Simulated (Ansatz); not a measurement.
Pulling on the C5–H7 bond in C2H5Ga (SMILES C=[CH][GaH2]) (multiplicity 1 held, fragments rigid). Energies count from the point at 1.087 Å.
Geometry at that point (charge 0, multiplicity 1):
```xyz
8

Ga    -0.0872     0.1010     0.7331
H     -0.7654     1.5190     0.7893
H      0.2279    -0.7070     2.0423
C      0.3454    -0.6089    -1.0414
C      0.0737     0.0855    -2.1491
H      0.8153    -1.5827    -1.1577
H      0.3034    -0.2854    -3.1448
H     -0.3946     1.0646    -2.1111
```

Restricted levels (R-, RO-) in cc, def2 and unpolarised 6-31G sets keep to the state of the molecule at rest. U- levels take the lowest unrestricted solution at each point, which mixes spins at long bonds. Active spaces are followed from a long bond inwards. Curves can end on different states.

Correlated levels freeze the cores. Filled d and f shells under p-block atoms count as core.

Codes used: Ansatz (a program for electronic structure) with Gaussian orbitals. 

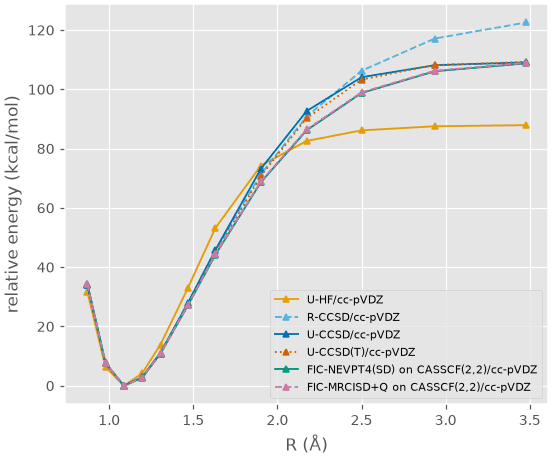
Fig. 1. Relative energy along the coordinate

Task: Read off the U-HF/cc-pVDZ curve at R = 1.631.

Result: about 53 kcal/mol

Doubts at one or more of the structures used: a spin-contaminated determinant (U-HF/cc-pVDZ, U-CCSD/cc-pVDZ, U-CCSD(T)/cc-pVDZ); a restricted determinant that unrestricted orbitals would lower (R-CCSD/cc-pVDZ); other coupled-cluster roots lie near (R-CCSD/cc-pVDZ); T1 above 0.05 (R-CCSD/cc-pVDZ, U-CCSD/cc-pVDZ, U-CCSD(T)/cc-pVDZ); the program's own flag: large difference (U-CCSD/cc-pVDZ, U-CCSD(T)/cc-pVDZ).
